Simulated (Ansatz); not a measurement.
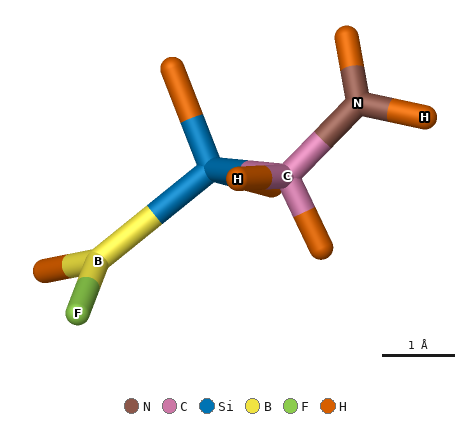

**Figure 1.** The structure (stick view, seen at a tilt).

Run report: CH7BFNSi, phonon calculation

CH7BFNSi, SMILES NC[SiH2]BF, computed with RKS PBE0/def2-SVP (Ansatz 0.2.0).

It belongs to a series of runs on one base structure; here: vibrations at the highest image of the band.

### Input file
```yaml
crystal:
  periodic: [false, false, false]
  atoms:
    - { symbol: "N", position_ang: [0.067344, 1.779586, 1.231558] }
    - { symbol: C, position_ang: [-0.486291, 0.912125, 0.239739] }
    - { symbol: Si, position_ang: [0.494262, -0.702263, 0.04322] }
    - { symbol: B, position_ang: [-0.109546, -1.85965, -1.52277] }
    - { symbol: F, position_ang: [-1.034213, -1.420055, -2.36344] }
    - { symbol: H, position_ang: [1.059068, 1.814776, 1.398833] }
    - { symbol: H, position_ang: [-0.524521, 2.283294, 1.870248] }
    - { symbol: H, position_ang: [-1.508094, 0.602547, 0.526798] }
    - { symbol: H, position_ang: [-0.602089, 1.375104, -0.766865] }
    - { symbol: H, position_ang: [1.943535, -0.363154, -0.175121] }
    - { symbol: H, position_ang: [0.443152, -1.50983, 1.306964] }
    - { symbol: H, position_ang: [0.334491, -2.967779, -1.755065] }
basis:
  gaussian: { orbitals: def2-SVP }
hamiltonian:
  xc: pbe0
phonons: {}
```

Command:
```bash
ansatz run input.yaml --threads 2 --pin off --max-ram 3072MiB --backend cpu --events-out ev --progress --plain --runs-dir out
```

### What the program printed
```
Engine: ansatz 0.2.0, aarch64-unknown-linux-gnu
Functional definition: PBE0
  parameter a = 0.25
  parameter kappa = 0.804
  parameter beta = 0.06672455060314922
  exchange = (1 - a)*pbe_x(kappa = kappa, mu = beta*pi^2/3) + a*exact_x
  correlation = pbe_c(beta = beta)
1191 factors; integrals over basis functions are off by at most 3.5e-4 eV
mean field evaluation 1: about -13889.4904 eV, gradient 5.2e1 eV
mean field evaluation 2: about -13854.7110 eV, gradient 1.1e2 eV
mean field evaluation 4: about -13895.0545 eV, gradient 6.3e0 eV
mean field evaluation 8: about -13895.1818 eV, gradient 3.0e-1 eV
mean field evaluation 16: about -13895.1820 eV, gradient 8.4e-6 eV
mean field -13895.18196391 eV, -510.6385186810 hartree, gradient 8.4e-6 eV, S^2 0.000000; 0 other end points of the search recorded, 0 dependent functions left out
the calculation of the forces begins
reference -13895.18199252 eV, -510.6385197326 hartree; 24, 24 occupied and 85, 85 virtual orbitals, 1191 factors
these checks for a lower state are left out or cut short: stability, starts, cluster_reference, orbital_swaps, neighbouring_geometries, increment
1191 factors; integrals over basis functions are off by at most 3.5e-4 eV
mean field -13895.18171051 eV, -510.6385093689 hartree, gradient 1.1e-6 eV, S^2 0.000000; 0 other end points of the search recorded, 0 dependent functions left out
[... from here on the field's lines of each further geometry are left out, up to the last ...]
the calculation of the forces begins
reference -13895.18198002 eV, -510.6385192730 hartree; 24, 24 occupied and 85, 85 virtual orbitals, 1191 factors
these checks for a lower state are left out or cut short: stability, starts, cluster_reference, orbital_swaps, neighbouring_geometries, increment
1191 factors; integrals over basis functions are off by at most 3.5e-4 eV
mean field -13895.18195316 eV, -510.6385182861 hartree, gradient 2.1e-6 eV, S^2 0.000000; 0 other end points of the search recorded, 0 dependent functions left out
the calculation of the forces begins
reference -13895.18198178 eV, -510.6385193378 hartree; 24, 24 occupied and 85, 85 virtual orbitals, 1191 factors
WARN: phonons: modes at or below zero, which the zero-point energy, F, S and C_V leave out: 1, the lowest at -610.01 cm⁻¹. A minimum has none, and a first-order saddle one
Total energy: -13895.18199252 eV, -510.6385197326 hartree
Atom 0 at     0.067344     1.779586     1.231558 Å, force    -0.000518    -0.001505    -0.005512 eV/Å
Atom 1 at    -0.486291     0.912125     0.239739 Å, force     0.000664    -0.000129     0.001065 eV/Å
Atom 2 at     0.494262    -0.702263     0.043220 Å, force     0.000777     0.000638    -0.000421 eV/Å
Atom 3 at    -0.109546    -1.859650    -1.522770 Å, force    -0.001581     0.000401     0.000105 eV/Å
Atom 4 at    -1.034213    -1.420055    -2.363440 Å, force     0.000291    -0.000017     0.000496 eV/Å
Atom 5 at     1.059068     1.814776     1.398833 Å, force    -0.000226     0.000301     0.003265 eV/Å
Atom 6 at    -0.524521     2.283294     1.870248 Å, force     0.001137     0.001564     0.000870 eV/Å
Atom 7 at    -1.508094     0.602547     0.526798 Å, force    -0.000568    -0.001447    -0.000129 eV/Å
Atom 8 at    -0.602089     1.375104    -0.766865 Å, force    -0.000263     0.000294     0.000212 eV/Å
Atom 9 at     1.943535    -0.363154    -0.175121 Å, force    -0.000272    -0.000169     0.000142 eV/Å
Atom 10 at     0.443152    -1.509830     1.306964 Å, force    -0.000110    -0.000177     0.000265 eV/Å
Atom 11 at     0.334491    -2.967779    -1.755065 Å, force     0.000667     0.000247    -0.000358 eV/Å
Dipole moment:    -0.017563     0.101389     0.180331 e Å
Vibrations: -610.01 46.03 68.51 92.25 122.51 230.93 369.50 401.91 539.45 556.54 699.11 805.13 822.56 852.14 921.58 1026.64 1108.67 1182.03 1263.02 1297.37 1320.29 1463.35 1601.05 2179.74 2200.24 2584.00 2941.76 3063.37 3677.87 3803.26 cm⁻¹, zero-point energy 2.308635 eV
```

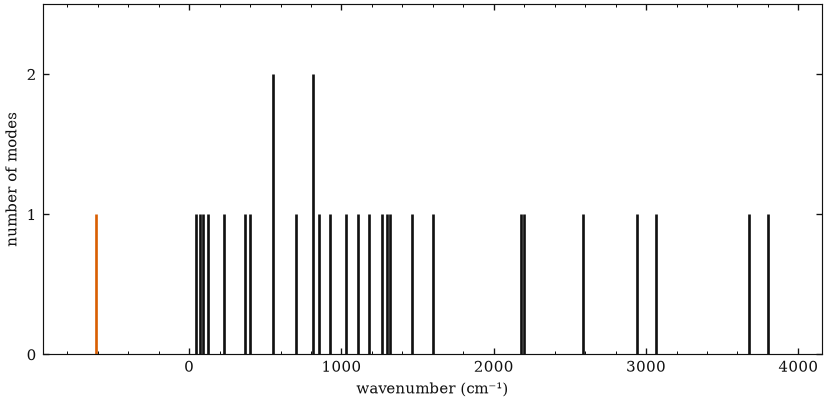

**Figure 2.** Harmonic vibrational wavenumbers from the force constants; neighbouring modes closer than 20 cm⁻¹ are counted in one stick, and imaginary ones are drawn at negative wavenumbers. 30 modes from 610i to 3803 cm⁻¹, 1 imaginary beyond 8i (610i cm⁻¹): a first-order saddle point, if the geometry is stationary.

### Summary

| quantity | value |
| --- | --- |
| outcome | converged |
| total energy | −13895.1820 eV |
| mean-field energy | −13895.1820 eV |
| largest force (length of the vector) | 0.006 eV/Å |
| hardware | 2 threads of Arm Neoverse V2, 24 GiB of memory available, shared host |
| wall time | 1.8 min (CPU time 3.4 min) |
| peak memory | 0.23 GiB |
